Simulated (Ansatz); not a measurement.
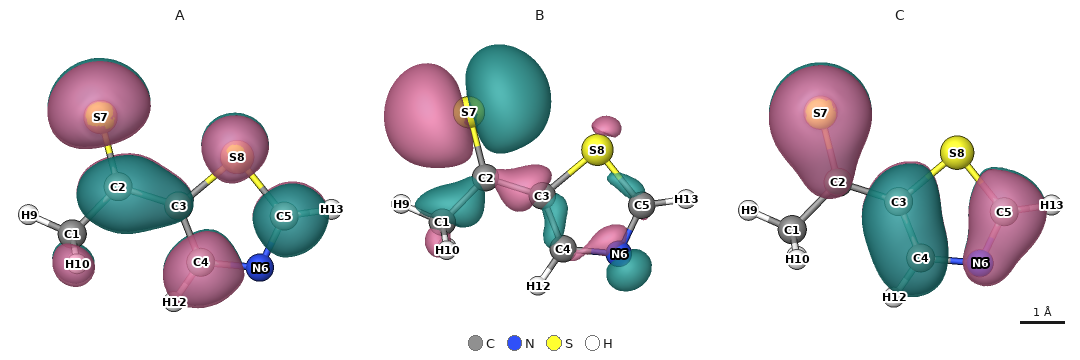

Figure. C₅H₅NS₂. Three frontier orbitals at ±0.08 Å⁻³ᐟ² (teal and pink are the two phases), in no order.

Geometry: B3LYP/def2-SVP.

These are results of Ansatz, isolated molecule in a Gaussian basis; Kohn-Sham density functional theory, functional PBE0, not measurements.

```xyz
13

C    -0.0821    1.6453   -1.8162
C    -0.0610    0.1358   -1.7512
C    -0.7435   -0.4726   -0.6204
C    -1.4227    0.1388    0.4252
C    -1.7318   -1.9340    1.0548
N    -1.9724   -0.6850    1.3576
S     0.6950   -0.7700   -2.9004
S    -0.8159   -2.2050   -0.3913
H     0.4595    1.9943   -2.7032
H     0.3834    2.0814   -0.9160
H    -1.1192    2.0197   -1.8579
H    -1.5355    1.2190    0.5346
H    -2.0759   -2.7773    1.6598
```

Order the three orbitals by energy and name them.

C is the HOMO−1 (−7.43 eV). By Hirshfeld shares it lies mainly on S7 (about 35 %), C3 (about 20 %), C4 (about 15 %), C5 (about 15 %) and C2 (about 5 %). B is the HOMO (−6.65 eV). By Hirshfeld shares it lies mainly on S7 (about 80 %); largely a lone pair of S7. A is the LUMO (−2.99 eV). By Hirshfeld shares it lies mainly on S7 (about 30 %), C2 (about 20 %), C4 (about 10 %), C5 (about 10 %), S8 (about 10 %) and C3 (about 5 %).

What is the HOMO–LUMO gap?

3.66 eV between the orbital energies.
